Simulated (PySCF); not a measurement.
**C3H12N2Si: density, localisation and related maps**

```xyz
18

C    -1.3016    1.2336    1.0823
C    -1.0166    0.5465   -0.2587
C    -1.7052   -0.8108   -0.3180
N     0.4000    0.4023   -0.4966
Si    1.4147   -0.8373    0.1122
N     2.9982   -0.2557   -0.2599
H    -0.9059    0.6284    1.8941
H    -0.8264    2.2120    1.1158
H    -2.3717    1.3607    1.2267
H    -1.4268    1.1773   -1.0620
H    -1.3750   -1.4346    0.5073
H    -1.4554   -1.3115   -1.2486
H    -2.7841   -0.6882   -0.2593
H     0.8402    1.2841   -0.7079
H     1.2062   -1.1240    1.5492
H     1.2622   -2.0786   -0.6511
H     3.7488   -0.9192   -0.1728
H     3.2894    0.6212    0.1414
```

Geometry: GFN2-xTB.

These are results of PBE0/pcSseg-1, SCF density, gas phase, non-relativistic in PySCF 2.14.0, not measurements.

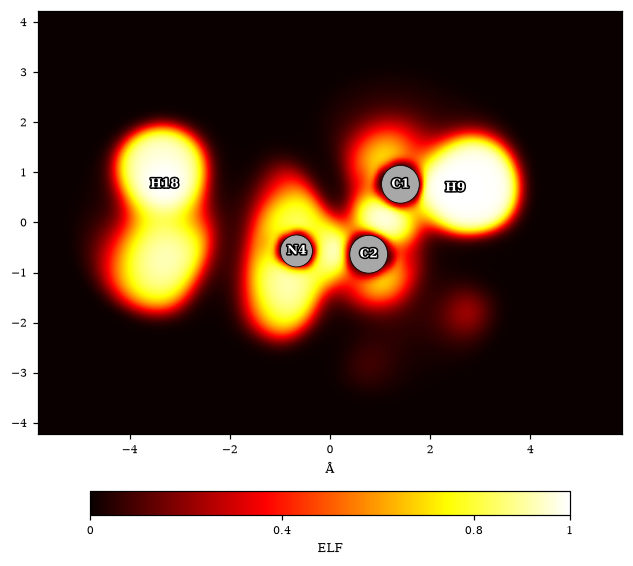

Figure 1. Electron localisation function on the plane of atoms C1, C2 and N4. Grey discs cover the atomic cores.

Question: Interpret the plot.

Answer: Atoms in the plane: C, N and H.
C–N (1.44 Å): the ELF peaks at about 0.90 between the atoms; a shared electron pair.
C–C (1.53 Å): the ELF peaks at about 0.95 between the atoms; localised, covalent bonding.
C–H (1.09 Å): the ELF climbs to about 1 towards the hydrogen, as it does in any bond to H (a covalent bond by its length).
The ELF also peaks beside N4 and N6, away from the bonds: lone-pair regions.

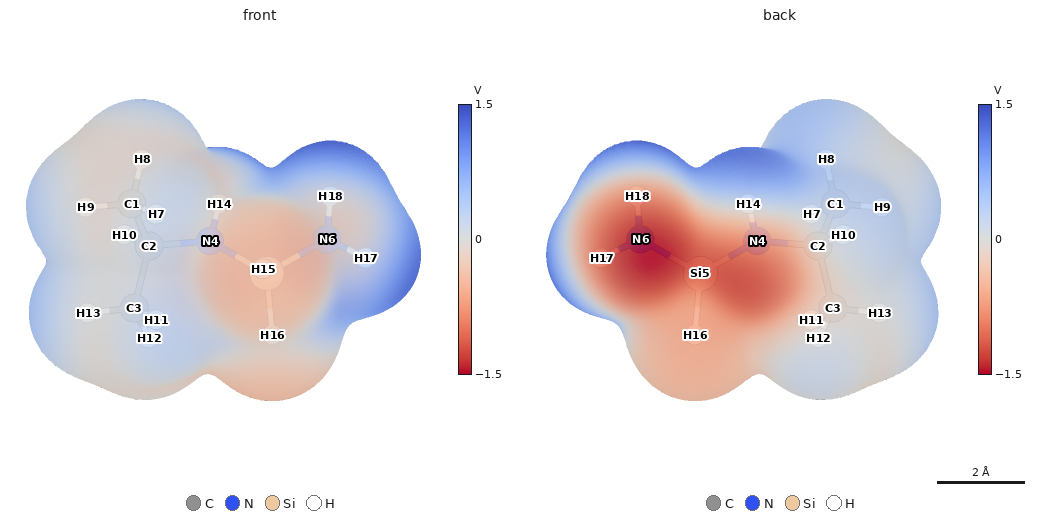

Figure 2. The molecular electrostatic potential painted on the density surface at 0.001 e/bohr³, seen from the front and from behind; the colour scale runs from red (negative) to blue (positive).

Question: Which sites attract a positive test charge, and which a negative one?

Answer: A positive charge is drawn to the negative regions and a negative charge to the positive ones. The most negative region (about −1.4 V) lies over N6, the most positive (about +1.2 V) over H17 and H18. N6 is the likeliest acceptor of a hydrogen bond.
